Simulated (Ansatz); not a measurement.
# Calculations on C2H6Cl2Si

### Relaxation

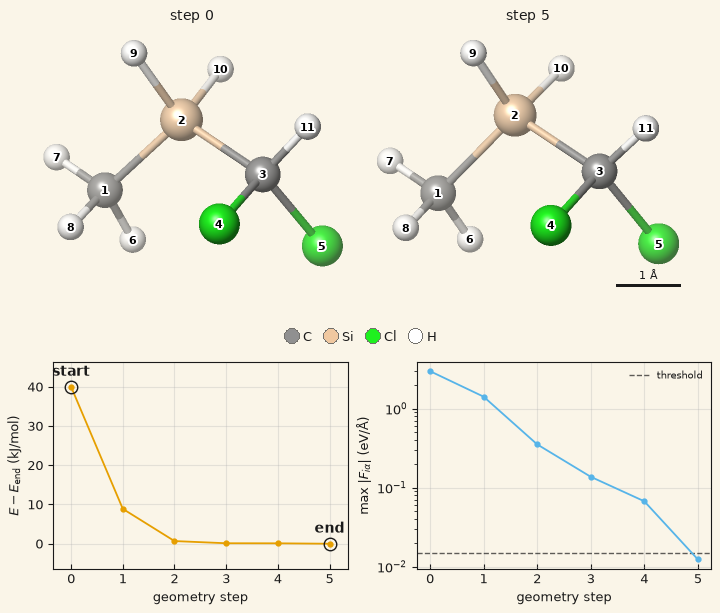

First and last geometry of a relaxation of C2H6Cl2Si, with the history of the run. A ball-and-stick model, seen from a free direction.

The run prepares an end point of a later path (torsion) calculation, from a guessed geometry.

Computed with RKS PBE0/def2-mTZVP in Ansatz 0.2.0.

The input:
```yaml
crystal:
  periodic: [false, false, false]
  atoms:
    - { symbol: C, position_ang: [-0.9233, 1.0791, 0.5092] }
    - { symbol: Si, position_ang: [0.4954, -0.0029, 0.554] }
    - { symbol: C, position_ang: [0.5869, -1.1443, -0.8964] }
    - { symbol: Cl, position_ang: [-0.7402, -2.1848, -0.9493] }
    - { symbol: Cl, position_ang: [0.757, -0.2231, -2.4099] }
    - { symbol: H, position_ang: [-0.9533, 1.7743, -0.3952] }
    - { symbol: H, position_ang: [-0.9672, 1.7832, 1.3762] }
    - { symbol: H, position_ang: [-1.8681, 0.5728, 0.4783] }
    - { symbol: H, position_ang: [0.4592, -0.7547, 1.87] }
    - { symbol: H, position_ang: [1.7308, 0.8359, 0.6776] }
    - { symbol: H, position_ang: [1.4881, -1.7925, -0.7938] }
basis:
  gaussian: { orbitals: def2-mTZVP }
hamiltonian:
  xc: pbe0
relax:
  f_tol: 0.015
  max_steps: 40
```

Launched with:
```bash
ansatz run input.yaml --threads 2 --pin off --max-ram 3072MiB --backend cpu --events-out ev --progress --plain --runs-dir out
```

> Did the run converge, and what did it change?

It converged. The atom that moves furthest after the best rigid fit is Si2 (0.092 Å). Largest moves by element: Si 0.092 Å, Cl 0.084 Å, H 0.081 Å, C 0.080 Å. Near-neighbour distances that change, for instance: C3–Cl4 1.687 → 1.798 Å, C1–Si2 1.785 → 1.865 Å, Si2–C3 1.848 → 1.910 Å, C1–H6 1.141 → 1.092 Å. Bond angles that change, for instance: H9–Si2–H10 103.0° → 109.1°, C3–Si2–H9 112.1° → 106.2°, H6–C1–H7 103.3° → 107.9°. The energy falls by 40.0 kJ/mol in 5 geometry steps. Largest force component: 3 eV/Å at the start, 0.012 eV/Å at the end. Cost: 11 s on 2 threads of AMD EPYC 9R45 96-Core Processor (Zen 5) (shared host), peak memory 0.32 GiB.

```tsv
step	E − E(0), kJ/mol	largest force component, eV/Å
0	0.00	2.9866
1	-31.10	1.4198
2	-39.30	0.3535
3	-39.86	0.1375
4	-39.88	0.0673
5	-39.98	0.0124
```

### Relaxation

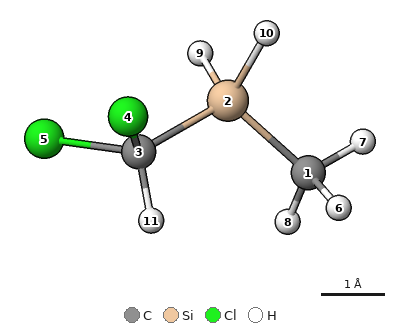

Starting structure of C2H6Cl2Si. A ball-and-stick model, seen at a tilt.

The run prepares an end point of a later path (torsion) calculation, from a guessed geometry.

Computed with RKS PBE0/def2-mTZVP (Ansatz).

Input file:
```yaml
crystal:
  periodic: [false, false, false]
  atoms:
    - { symbol: C, position_ang: [-0.9233, 1.0791, 0.5092] }
    - { symbol: Si, position_ang: [0.4954, -0.0029, 0.554] }
    - { symbol: C, position_ang: [0.5869, -1.1443, -0.8964] }
    - { symbol: Cl, position_ang: [1.97525, -0.86784, -1.81438] }
    - { symbol: Cl, position_ang: [0.47893, -2.84048, -0.36768] }
    - { symbol: H, position_ang: [-0.9533, 1.7743, -0.3952] }
    - { symbol: H, position_ang: [-0.9672, 1.7832, 1.3762] }
    - { symbol: H, position_ang: [-1.8681, 0.5728, 0.4783] }
    - { symbol: H, position_ang: [0.4592, -0.7547, 1.87] }
    - { symbol: H, position_ang: [1.7308, 0.8359, 0.6776] }
    - { symbol: H, position_ang: [-0.27821, -0.94634, -1.57112] }
basis:
  gaussian: { orbitals: def2-mTZVP }
hamiltonian:
  xc: pbe0
relax:
  f_tol: 0.015
  max_steps: 40
output:
  orbitals: {}
```

Run as
```bash
ansatz run input.yaml --threads 2 --pin off --max-ram 3072MiB --backend cpu --events-out ev --progress --plain --runs-dir out
```

### What does the optimiser find from here?

The energy falls by 0.556 eV in 14 accepted moves (15 points after the start). Largest force component: 3 eV/Å at the start, 0.0093 eV/Å at the end. The line search rejected the trial step at point 12 of the run. The largest move after the best rigid fit is that of Cl5, 1.23 Å. By element the largest moves are Cl 1.23 Å, H 0.89 Å, Si 0.24 Å, C 0.23 Å. Near-neighbour distances that change, for instance: C3–Cl4 1.687 → 1.795 Å, C1–Si2 1.785 → 1.870 Å, Si2–C3 1.848 → 1.909 Å, C1–H6 1.141 → 1.093 Å. Bond angles that change, for instance: H9–Si2–H10 103.0° → 109.9°, C3–Si2–H9 112.1° → 106.4°, Si2–C3–H11 109.1° → 113.8°. Groups turn about Si2–C3 by about 60°.

The structure at the end:

```xyz
11

C    -1.0774    0.9706    0.6410
Si    0.6165    0.1921    0.4990
C     0.6654   -1.0478   -0.9521
Cl    2.3076   -1.7627   -1.0774
Cl   -0.5833   -2.3211   -0.7222
H    -1.3450    1.5223   -0.2635
H    -1.1039    1.6757    1.4762
H    -1.8456    0.2149    0.8170
H     0.9861   -0.5713    1.7166
H     1.6571    1.2143    0.2064
H     0.4588   -0.5983   -1.9204
```

After the run, drawn alike:

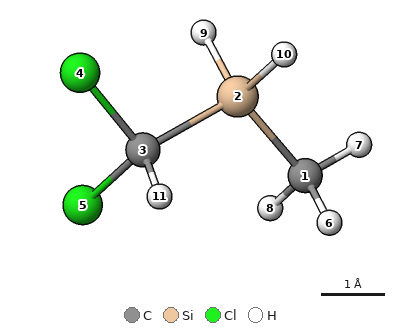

### Path

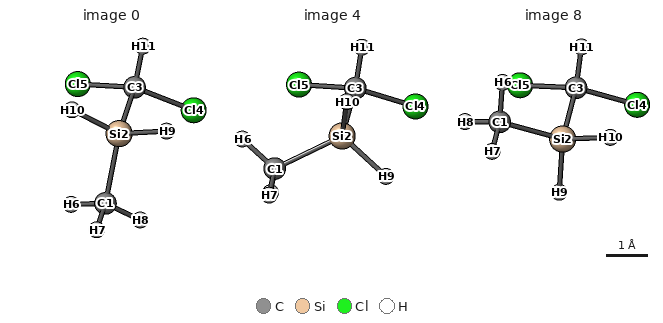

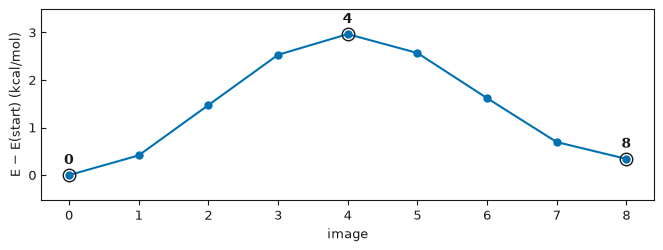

A nudged-elastic-band calculation for C2H6Cl2Si. Images are numbered from 0 (start) to 8 (end). The picture is a ball-and-stick view, seen from a free direction.

Level of theory: RKS PBE0/def2-mTZVP (Ansatz 0.2.0).

Input
```yaml
crystal:
  periodic: [false, false, false]
  atoms:
    - { symbol: C, position_ang: [-0.974988, 1.138961, 0.500717] }
    - { symbol: Si, position_ang: [0.526465, 0.040138, 0.629551] }
    - { symbol: C, position_ang: [0.630616, -1.13986, -0.869018] }
    - { symbol: Cl, position_ang: [-0.815177, -2.207326, -0.918103] }
    - { symbol: Cl, position_ang: [0.792034, -0.192696, -2.389511] }
    - { symbol: H, position_ang: [-0.939635, 1.748166, -0.404316] }
    - { symbol: H, position_ang: [-1.030157, 1.814008, 1.358294] }
    - { symbol: H, position_ang: [-1.893161, 0.549137, 0.478344] }
    - { symbol: H, position_ang: [0.484962, -0.825321, 1.838739] }
    - { symbol: H, position_ang: [1.792936, 0.820331, 0.633761] }
    - { symbol: H, position_ang: [1.491405, -1.802537, -0.837758] }
basis:
  gaussian: { orbitals: def2-mTZVP }
hamiltonian:
  xc: pbe0
neb:
  order_check: false
  images: 7
  f_tol: 0.05
  max_iterations: 60
  initial_path: idpp
  final_atoms:
    - { symbol: C, position_ang: [-0.75760751, 1.38977938, 0.42442515] }
    - { symbol: Si, position_ang: [0.28191337, -0.1410488, 0.692299] }
    - { symbol: C, position_ang: [0.56170709, -1.05914776, -0.95822499] }
    - { symbol: Cl, position_ang: [1.57918975, -2.51090828, -0.6740819] }
    - { symbol: Cl, position_ang: [-1.01677095, -1.50448073, -1.69543377] }
    - { symbol: H, position_ang: [-0.27241378, 2.09268356, -0.25725373] }
    - { symbol: H, position_ang: [-0.92079677, 1.91008936, 1.37199679] }
    - { symbol: H, position_ang: [-1.73518766, 1.13544133, 0.00993115] }
    - { symbol: H, position_ang: [-0.37247529, -1.1097197, 1.60620502] }
    - { symbol: H, position_ang: [1.6334034, 0.20802112, 1.20695927] }
    - { symbol: H, position_ang: [1.08433836, -0.46770848, -1.70612199] }
```

Launched with:
```bash
ansatz run input.yaml --threads 2 --pin off --max-ram 3072MiB --backend cpu --events-out ev --progress --plain --runs-dir out
```

> Describe the mechanism and the energy profile.

The motion is a rotation about the Si2–C3 bond by about 120°. No bond forms or breaks between the ends. Among the angles between lasting bonds that change up to the highest image: Si2–C3–Cl5 110.0° → 112.3°. Forward barrier 2.97 kcal/mol, backward barrier 2.62 kcal/mol, with image 4 at the top; the reaction energy is +0.34 kcal/mol. The band converged in 5 iterations, with a climbing image at the top. At the top, the vibrational analysis gives one imaginary mode (70i cm⁻¹), as a transition state must have.

The run took 62 s on 2 threads of AMD EPYC 9R45 96-Core Processor (Zen 5), with other jobs on the host, peak memory 0.32 GiB.
